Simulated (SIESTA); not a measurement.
Band structure of MoN2 (C2/m, 6 atoms in the cell).

```
CELL_PARAMETERS angstrom
      5.36041    -1.86751     0.00000
      5.36041     1.86751     0.00000
     -1.58449     0.00000     3.87010
ATOMIC_POSITIONS crystal
  Mo 0.38315 0.38315 0.69216
  Mo 0.61685 0.61685 0.30784
  N  0.16660 0.16660 0.44347
  N  0.83340 0.83340 0.55653
  N  0.41500 0.41500 0.15509
  N  0.58500 0.58500 0.84491
```

Method of the run: GGA PBEsol, numerical atomic orbitals DZP, PseudoDojo PBEsol standard norm-conserving potentials (rewritten from UPF to PSML) in SIESTA.

Settings: XC.functional = GGA; XC.authors = PBEsol; potentials = PseudoDojo PBEsol standard; PAO.BasisSize = DZP; PAO.EnergyShift = 0.01 Ry; MeshCutoff = 400 Ry; kgrid.MonkhorstPack = 6 6 6; OccupationFunction = FD; ElectronicTemperature = 0.1 eV; MaxSCFIterations = 150; SCF.Mixer.Method = Broyden; SCF.Mixer.Weight = 0.25; SCF.Mixer.History = 8; SCF.DM.Tolerance = 1.0E-04.

The starting cell comes from a database of computed structures (which also holds hypothetical and non-ambient phases and stackings), without a prior relaxation at this level. Its lattice was rescaled by a random factor within 2.5 % of one. Spin polarisation is off. Values carry the incompleteness of an atom-centred basis.

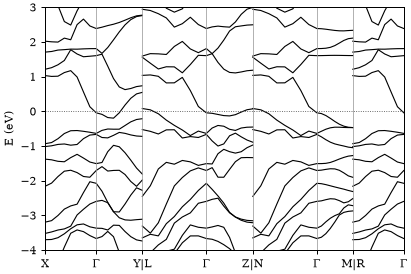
Figure: Bands along the path, energies from the Fermi level.

Levels in eV from the Fermi level, bands 21 to 26:
```csv
point,21,22,23,24,25,26
X,-2.16,-1.38,-1.02,-0.94,1.03,1.21
Γ,-1.71,-1.51,-0.67,-0.64,-0.05,1.60
Y,-1.98,-1.81,-0.73,-0.22,0.54,0.73
Z,-1.34,-0.98,-0.89,-0.46,0.07,1.18
M,-1.91,-1.28,-1.05,-0.47,-0.47,1.60
```

Bands cross the Fermi level along this path, so the cell is metallic at this level.

Higher empty bands are left out: an atom-centred basis made for the valence describes them poorly.
